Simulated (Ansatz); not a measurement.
```xyz
10
Lattice="4.2467 0.0000 -0.0577 0.0000 4.1109 0.0000 -1.2802 0.0000 4.7553" Properties=species:S:1:pos:R:3 pbc="T T T"
Hf    3.7850    1.0277    1.1105
Hf   -0.8185    3.0832    3.5871
C     1.9281    2.3555    1.8413
C     1.7083    1.7707    0.5088
C     1.2581    2.3403    4.1889
C     1.0384    1.7554    2.8563
C     1.2581    3.8261    4.1889
C     1.0384    0.3001    2.8563
C     1.9281    3.8109    1.8413
C     1.7083    0.2848    0.5088
```

Space group P2₁/m; a generated structure, not necessarily the stable one; changed on purpose from its base cell (volume × 0.91, shape and atoms relaxed); computed pressure about 24 GPa in this cell.

These are results of Ansatz 0.2.0, DFT PBE, scalar-relativistic, plane waves, PAW, not measurements.

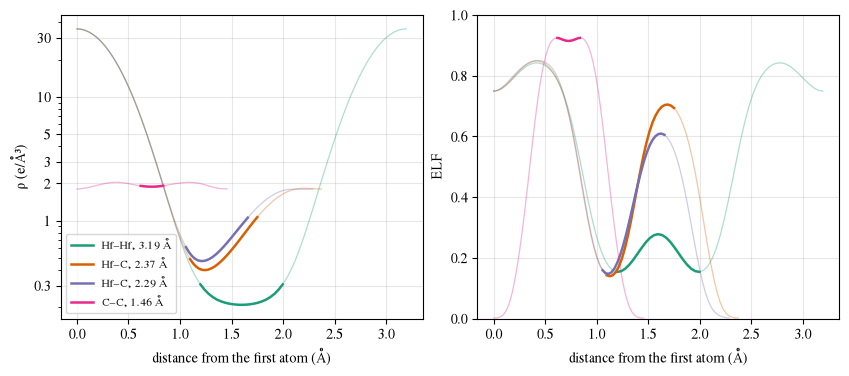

HfC4. Valence pseudo-density and electron localisation function along straight lines between neighbouring atoms. Thin, pale parts lie inside the atomic spheres.

The density is the valence pseudo-density of a PAW calculation; it isn't the true density close to the nuclei.

### What can be read from the curves?

Hf–Hf (3.19 Å): the density is about 0.21 e/Å³ at the midpoint; the ELF is about 0.30 at the midpoint: no shared electron pair shows on this line.
Hf–C (2.37 Å): ρ at the midpoint is about 0.41 e/Å³; the ELF peaks at about 0.70 in the valence shell of C, 0.7 Å from its nucleus, and is about 0.15 at the midpoint (no shared electron pair shows on this line).
Hf–C (2.29 Å): the density is about 0.5 e/Å³ at the midpoint; the ELF peaks at about 0.60 in the valence shell of C, 0.7 Å from its nucleus, and drops to about 0.15 between the two atoms; no localised pair shows between them.
C–C (1.46 Å): the density is about 1.9 e/Å³ at the midpoint; the ELF peaks at about 0.90 between the atoms.
